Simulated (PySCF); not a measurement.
System: C$_{8}$H$_{14}$OSi (SMILES CC#C[SiH2]OC/C=C/CC).

Input

```
{"job": {"kind": "nmr", "xc": "PBE0", "basis": "pcSseg-1"}, "charge": 0, "multiplicity": 1}
C      5.515869    -0.280959    -0.522140
C      4.380178     0.206200     0.229731
C      3.441444     0.617080     0.864459
Si     1.966563     1.221155     1.807081
O      0.615651     0.434162     1.376295
C      0.029328     0.309209     0.111707
C     -1.204595    -0.531178     0.216359
C     -2.403994    -0.149821    -0.187824
C     -3.648715    -0.968922    -0.065860
C     -4.674780    -0.266343     0.823393
H      6.143939    -0.904121     0.114542
H      6.107022     0.557946    -0.889525
H      5.176309    -0.873684    -1.371680
H      1.862624     2.661894     1.533494
H      2.012441     0.855514     3.215146
H      0.749318    -0.163530    -0.573134
H     -0.216660     1.301150    -0.288228
H     -1.055556    -1.494764     0.684125
H     -2.534031     0.826209    -0.639440
H     -3.410019    -1.948539     0.351416
H     -4.081031    -1.115777    -1.059927
H     -4.924645     0.711540     0.417960
H     -5.586516    -0.855023     0.892632
H     -4.271879    -0.129634     1.824030
```

Command:

```sh
OMP_NUM_THREADS=1 python probes_run.py task.json out
```

Geometry: GFN2-xTB.

All numbers below come from PySCF, PBE0/pcSseg-1, SCF density, gas phase, non-relativistic.

What will maps of the electron density and electron localisation function show?

C–H (1.08 Å): ρ is about 2 e/Å³ halfway; the ELF climbs to about 1 towards the hydrogen, as it does in any bond to H: a covalent bond by its length.
C–C (1.32 Å): ρ at the midpoint is about 2.3 e/Å³; the ELF peaks at about 0.90 between the atoms: a short, multiple covalent bond.

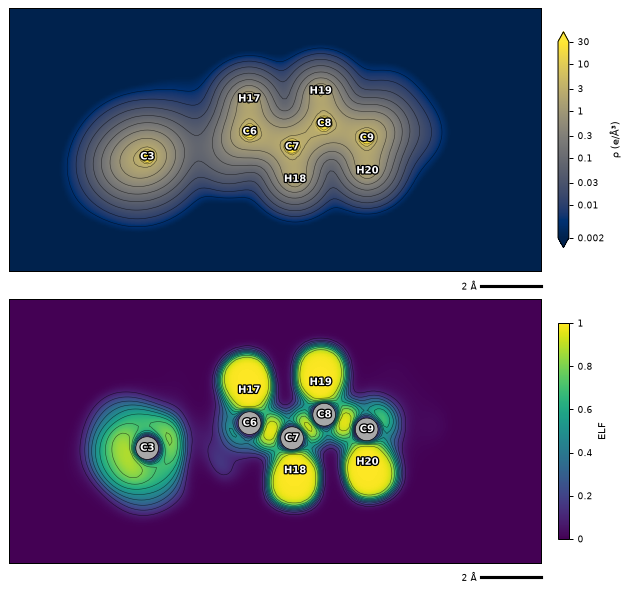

Computed electron density and electron localisation function on the plane of atoms C6, C7 and H18, in this order. Grey discs cover the atomic cores in the ELF map. 
